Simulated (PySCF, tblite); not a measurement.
# C₆H₆F radical: geometry, infrared bands and EPR parameters

Wanted: the infrared bands and EPR parameters of C₆H₆F radical (`F[C@@]12C=C[C@@H]1[CH]C2`), by calculation.

Computed with tblite 0.8.0 and PySCF 2.14.0, with density-fitted response routines of our own, on a single molecule in the gas phase. Atoms count from 0, in the outputs and in this text.

### Step 1. The starting structure

13 atoms, charge 0, multiplicity 2; geometry from: force field or distance geometry start.

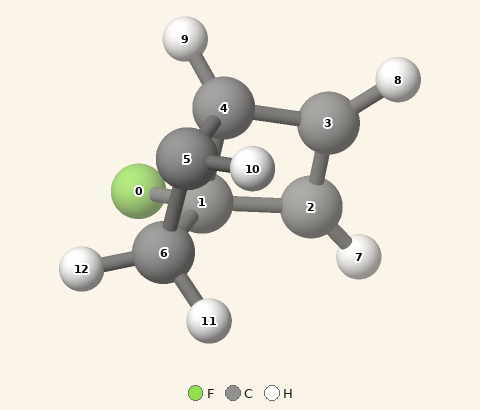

As it starts; fluorine green, carbon grey, hydrogen white, atoms numbered.

### Step 2. Relaxing the molecule with GFN2-xTB

Job settings and geometry (Å):

```
{"job": {"kind": "relax", "xc": "GFN2-xTB", "basis": "xTB"}, "charge": 0, "multiplicity": 2}
F     -0.072700     0.745100    -2.010300
C     -0.002600     0.072500    -0.833600
C      1.330600    -0.395300    -0.400000
C      1.298200     0.373600     0.674900
C     -0.026500     0.920700     0.406900
C     -1.219000     0.163900     0.897500
C     -1.205900    -0.665400    -0.367900
H      2.058900    -1.071300    -0.792200
H      2.009700     0.532700     1.515900
H     -0.131200     2.000300     0.271500
H     -0.933400    -0.419000     1.818100
H     -1.001400    -1.760300    -0.214500
H     -2.109200    -0.496900    -0.984100
```

On the command line:

```bash
$ OMP_NUM_THREADS=1 python probes_run.py task.json out
```

This one command runs all jobs of the session in turn.

Standard output:

```text
step      E/eV     max force
  0    -556.63035    3.179
  1    -556.91371    1.538
  2    -557.00711    0.936
  3    -557.08587    0.716
  4    -557.14388    0.626
  5    -557.18281    0.421
  6    -557.20434    0.403
  7    -557.22656    0.375
  8    -557.24568    0.354
  9    -557.25952    0.257
 10    -557.26672    0.207
 11    -557.27174    0.182
 12    -557.27638    0.175
 13    -557.27966    0.141
 14    -557.28149    0.104
 15    -557.28266    0.107
 16    -557.28377    0.093
 17    -557.28504    0.096
 18    -557.28642    0.099
 19    -557.28798    0.118
 20    -557.28991    0.131
 21    -557.29216    0.132
 22    -557.29414    0.116
 23    -557.29552    0.106
 24    -557.29653    0.091
 25    -557.29751    0.083
 26    -557.29864    0.079
 27    -557.29964    0.076
 28    -557.30032    0.063
 29    -557.30080    0.058
 30    -557.30122    0.045
 31    -557.30163    0.066
 32    -557.30193    0.041
 33    -557.30216    0.053
 34    -557.30232    0.030
 35    -557.30250    0.030
 36    -557.30262    0.034
 37    -557.30274    0.029
 38    -557.30281    0.025
 39    -557.30289    0.027
 40    -557.30295    0.025
 41    -557.30299    0.012
 42    -557.30301    0.012
 43    -557.30303    0.014
 44    -557.30306    0.019
 45    -557.30308    0.014
 46    -557.30310    0.009
```

It took 0.16 s on 1 thread of Arm Neoverse V2, shared host.

Step by step: (not every step is listed)

| step | energy from step 0 (eV) | largest force (eV/Å) |
| --- | --- | --- |
| 0 | 0.0000 | 3.1790 |
| 1 | -0.2834 | 1.5382 |
| 2 | -0.3768 | 0.9356 |
| 3 | -0.4555 | 0.7162 |
| 4 | -0.5135 | 0.6258 |
| 5 | -0.5525 | 0.4211 |
| 6 | -0.5740 | 0.4034 |
| 7 | -0.5962 | 0.3747 |
| 8 | -0.6153 | 0.3540 |
| 11 | -0.6414 | 0.1817 |
| 14 | -0.6511 | 0.1042 |
| 17 | -0.6547 | 0.0956 |
| 20 | -0.6596 | 0.1313 |
| 23 | -0.6652 | 0.1057 |
| 26 | -0.6683 | 0.0787 |
| 29 | -0.6704 | 0.0580 |
| 32 | -0.6716 | 0.0414 |
| 35 | -0.6721 | 0.0299 |
| 38 | -0.6725 | 0.0247 |
| 41 | -0.6726 | 0.0120 |
| 42 | -0.6727 | 0.0119 |
| 43 | -0.6727 | 0.0144 |
| 44 | -0.6727 | 0.0191 |
| 45 | -0.6727 | 0.0139 |
| 46 | -0.6727 | 0.0090 |

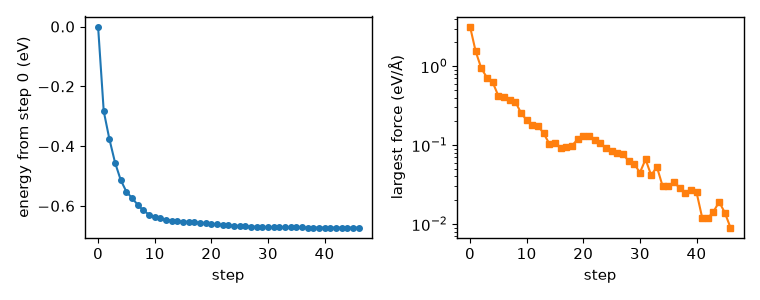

Energy and force, step by step.

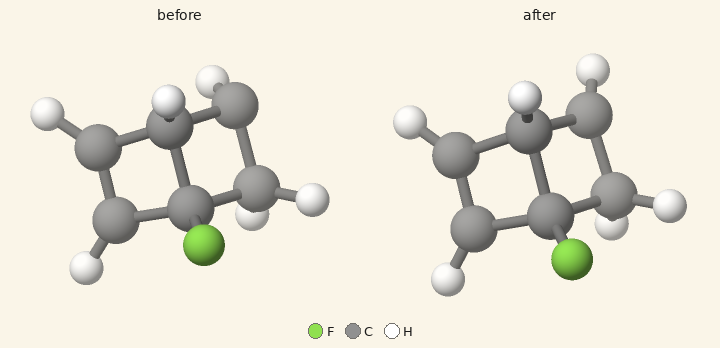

The geometry before (left) and after (right).

Distances of close pairs at the start and the end, largest changes first:

| bond | before (Å) | after (Å) | change (Å) |
| --- | --- | --- | --- |
| C3–C4 | 1.458 | 1.522 | +0.064 |
| C1–C6 | 1.486 | 1.548 | +0.061 |
| C5–H10 | 1.126 | 1.072 | -0.055 |
| C1–C4 | 1.503 | 1.555 | +0.052 |
| C3–H8 | 1.113 | 1.073 | -0.040 |
| C6–H11 | 1.124 | 1.093 | -0.031 |
| C5–C6 | 1.513 | 1.486 | -0.027 |
| C1–C2 | 1.478 | 1.502 | +0.024 |

The next job starts from the end point, and lists it.

### Step 3. Harmonic vibrations with GFN2-xTB

Job settings and geometry (Å):

```
{"job": {"kind": "ir", "xc": "GFN2-xTB", "basis": "xTB"}, "charge": 0, "multiplicity": 2}
F     -0.157441     0.634578    -2.144640
C      0.022155     0.128612    -0.890213
C      1.391078    -0.327478    -0.471727
C      1.361384     0.357007     0.671712
C     -0.004692     0.975536     0.413431
C     -1.085963     0.083552     0.912052
C     -1.139109    -0.728309    -0.331022
H      2.070352    -1.022987    -0.926375
H      1.991940     0.400502     1.539148
H     -0.098798     2.055357     0.461308
H     -1.347731    -0.176741     1.918376
H     -0.960805    -1.803660    -0.249335
H     -2.046757    -0.575484    -0.920442
```

Standard output:

```text
mode    cm-1     km/mol
  1     202.9      0.60
  2     278.3      1.93
  3     318.6      5.29
  4     369.7     10.09
  5     419.4     32.19
  6     483.1     13.52
  7     641.2     21.37
  8     728.4      5.80
  9     794.8     16.80
 10     812.5     32.07
 11     863.7      0.16
 12     893.6      2.12
 13     966.9      0.49
 14     978.8      3.07
 15    1000.3      2.62
 16    1012.5      3.80
 17    1038.9     10.24
 18    1074.7     19.42
 19    1086.6      5.50
 20    1125.7      2.43
 21    1152.1      2.27
 22    1196.1     19.83
 23    1222.4      8.60
 24    1227.9     13.78
 25    1286.0    149.00
 26    1421.4      7.52
 27    1621.1     18.47
 28    2920.5     21.20
 29    2950.3     22.25
 30    3002.7     27.38
 31    3127.0     17.81
 32    3143.2     39.23
 33    3145.6     29.06
```

Run time: 0.23 s. Hardware: 1 thread of Arm Neoverse V2, shared host.

The strongest bands and the atoms that carry them (share of the mass-weighted mode):

| cm⁻¹ | km/mol | atoms |
| --- | --- | --- |
| 419 | 32.2 | H10 36 %, C5 24 % |
| 641 | 21.4 | F0 50 % |
| 812 | 32.1 | H8 64 %, C3 20 % |
| 1286 | 149.0 | C1 56 %, C2 14 % |
| 2950 | 22.2 | H12 58 %, H11 38 % |
| 3003 | 27.4 | H9 93 % |
| 3143 | 39.2 | H10 69 %, H7 14 % |
| 3146 | 29.1 | H7 37 %, H8 31 %, H10 23 % |

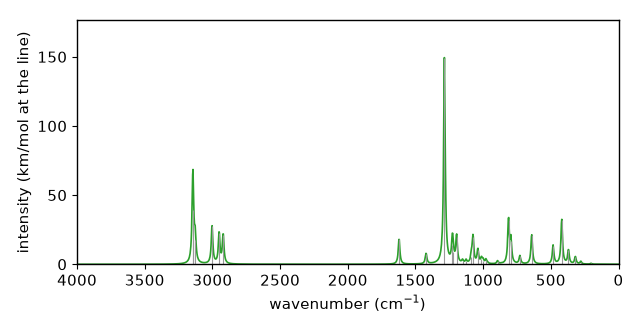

The infrared spectrum from these modes, unscaled. Lines are broadened to a width of 14 cm⁻¹ (Lorentzian).

### Step 4. EPR parameters: B3LYP/pcH-1

Same as in step 3 but for these lines:

```diff
@@ -1,2 +1,2 @@
-{"job": {"kind": "ir", "xc": "GFN2-xTB", "basis": "xTB"}, "charge": 0, "multiplicity": 2}
+{"job": {"kind": "epr", "basis": "pcH-1"}, "charge": 0, "multiplicity": 2}
 F     -0.157441     0.634578    -2.144640
```

Level: UKS B3LYP, pcH-1 on C F H, non-relativistic, mean-field spin-orbit, GIAO.

Standard output:

```text
UKS, coarse grid
  cycle   1  E = -331.88644845  |g| = 3.98e-01
  cycle   2  E = -331.85962469  |g| = 5.25e-01
  cycle   3  E = -331.94809828  |g| = 5.66e-02
  cycle   4  E = -331.94891995  |g| = 3.43e-02
  cycle   5  E = -331.94942823  |g| = 5.62e-03
  cycle   6  E = -331.94944319  |g| = 3.46e-03
  cycle   7  E = -331.94944908  |g| = 1.64e-03
  cycle   8  E = -331.94944994  |g| = 6.99e-04
UKS, final grid
  cycle   1  E = -331.94947849  |g| = 1.14e-03
  cycle   2  E = -331.94947690  |g| = 2.12e-03
  cycle   3  E = -331.94947911  |g| = 1.74e-04
  cycle   4  E = -331.94947912  |g| = 2.46e-05
  cycle   5  E = -331.94947912  |g| = 1.75e-05
E = -331.94947912 Eh   <S^2> = 0.7542 (exact 0.7500)
g shifts (ppm)      1          2          3
  rmc          -144       -144       -144
  gc              2         27         24
  oz_so          79        579        698
  total         -64        461        578
hyperfine (MHz)  atom isotope    a_iso     a_fc   dipolar eigenvalues
    0   19F       7.06       7.06     -5.09     -1.47      6.55
    1   13C       4.51       4.51     -2.36      0.02      2.34
    2   13C       3.05       3.05     -4.69     -3.39      8.08
    3   13C      71.35      71.35     -8.08     -3.92     12.00
    4   13C     -29.06     -29.06     -3.47      0.53      2.94
    5   13C     127.40     127.40    -78.80    -77.58    156.39
    6   13C     -27.36     -27.36     -2.72      0.10      2.63
    7    1H       0.39       0.39     -3.14     -1.08      4.22
    8    1H       1.05       1.05     -3.17     -2.00      5.17
    9    1H      66.52      66.52     -4.64     -4.00      8.64
   10    1H     -51.76     -51.76    -36.96     -1.02     37.98
   11    1H      71.17      71.17     -4.04     -3.01      7.05
   12    1H     114.39     114.39     -5.38     -4.02      9.40
```

It took 39 s on 1 thread of Arm Neoverse V2, shared host; peak memory 0.97 GiB.

Principal g values 2.00226, 2.00278, 2.00290; g(iso) = 2.00264, against 2.00232 for a free electron.

Hyperfine couplings, nucleus by nucleus at this fixed geometry (no averaging over rotations):

| nuclei | isotope | a(iso) (MHz) | a(iso) (G, at g = 2.0023) | largest dipolar term (MHz) |
| --- | --- | --- | --- | --- |
| C5 | 13C | 127.4 | 45.5 | 156.4 |
| H12 | 1H | 114.4 | 40.8 | 9.4 |
| C3 | 13C | 71.4 | 25.5 | 12.0 |
| H11 | 1H | 71.2 | 25.4 | 7.1 |
| H9 | 1H | 66.5 | 23.7 | 8.6 |
| H10 | 1H | -51.8 | -18.5 | 38.0 |
| C4 | 13C | -29.1 | -10.4 | -3.5 |
| C6 | 13C | -27.4 | -9.8 | -2.7 |
| F0 | 19F | 7.1 | 2.5 | 6.6 |
| C1 | 13C | 4.5 | 1.6 | -2.4 |
| C2 | 13C | 3.0 | 1.1 | 8.1 |
| H8 | 1H | 1.1 | 0.4 | 5.2 |
| H7 | 1H | 0.4 | 0.1 | 4.2 |

Mulliken spin populations:

F0 0.00; C1 0.02; C2 0.05; C3 0.02; C4 -0.07; C5 0.99; C6 -0.08; H7 0.00; H8 0.00; H9 0.03; H10 -0.03; H11 0.03; H12 0.04

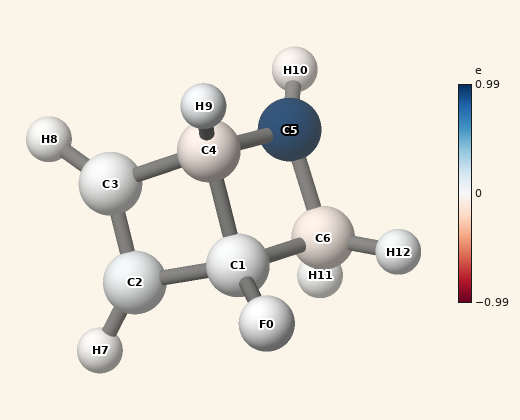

Mulliken spin populations, as colours on the atoms.

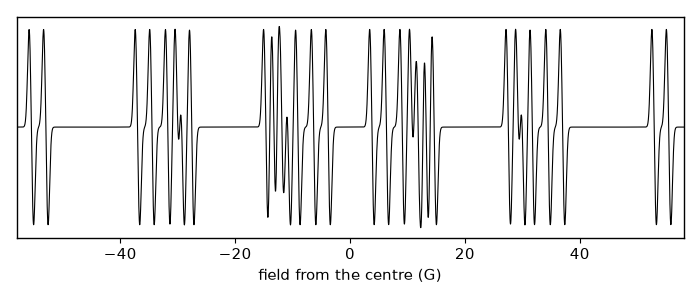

First-order isotropic spectrum (first derivative, main isotopes with spin only, couplings over 0.8 MHz, Gaussian width 0.3 G; couplings of the frozen geometry, rotation of groups not averaged beyond the rows shown).

Orbitals, density, ELF and potential are computed afterwards from the orbital file.

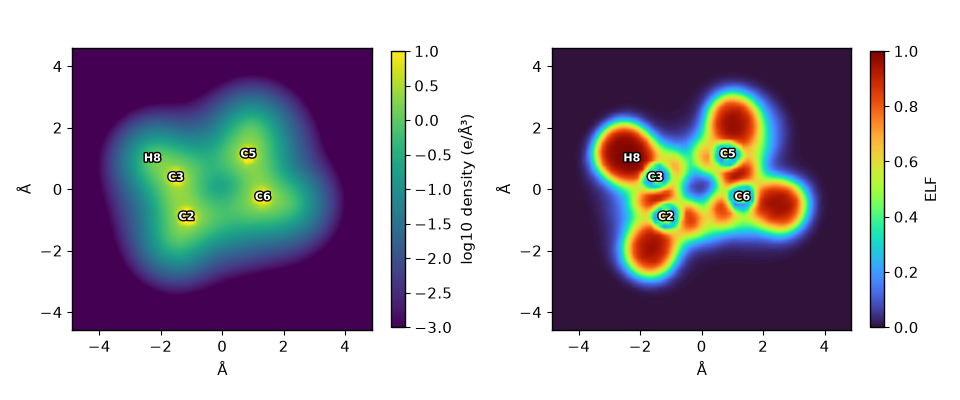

Density (left) and ELF (right) in a plane through or near 5 of the atoms.

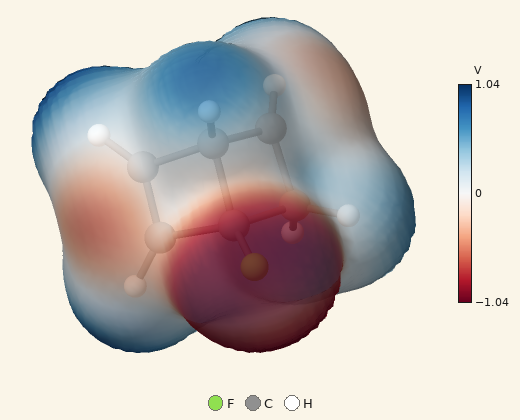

Electrostatic potential on the surface of density 0.002 e/bohr³; red is low, blue high. It runs from -1.04 V near F0 to 1.00 V near H8.

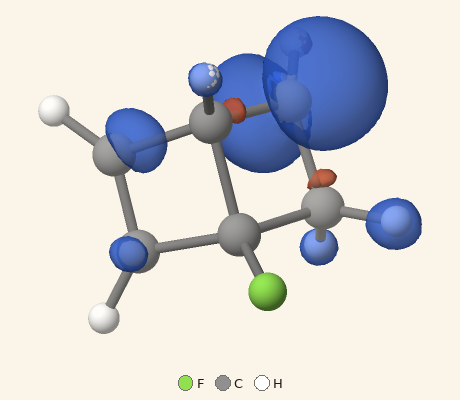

Spin density at ±0.04 e/Å³ (alpha excess blue, beta excess red).

### Step 5. Outcome

| quantity | value |
| --- | --- |
| strongest single infrared mode (GFN2-xTB) | 1286 cm⁻¹, 149 km/mol |
| zero-point energy (GFN2-xTB) | 60.8 kcal/mol |
| g(iso) (B3LYP) | 2.00264 |
| ⟨S²⟩ | 0.754 (exact 0.75) |
| largest a(iso) | 13C on C5, 127.4 MHz |
| potential on the surface of density 0.002 e/bohr³, 1st and 99th percentile | -1.04 V and 1.00 V |

In words: Relaxing lowered the energy by 0.673 eV in 46 steps; the close pair that moved most is C3–C4, from 1.458 to 1.522 Å. All 33 modes are real, so the xTB geometry is a minimum. The strongest single mode, at 1286 cm⁻¹, moves mainly C1. GFN2-xTB is a fitted tight-binding method: band positions and strengths are rough. Its intensities can rank the bands wrongly. Most of the unpaired spin sits on C5 (0.99 e). The isotropic g lies 0.3 ppt above the free-electron value. The conformer search found further structures of the same energy, which may be mirror or relabelled copies of this one.
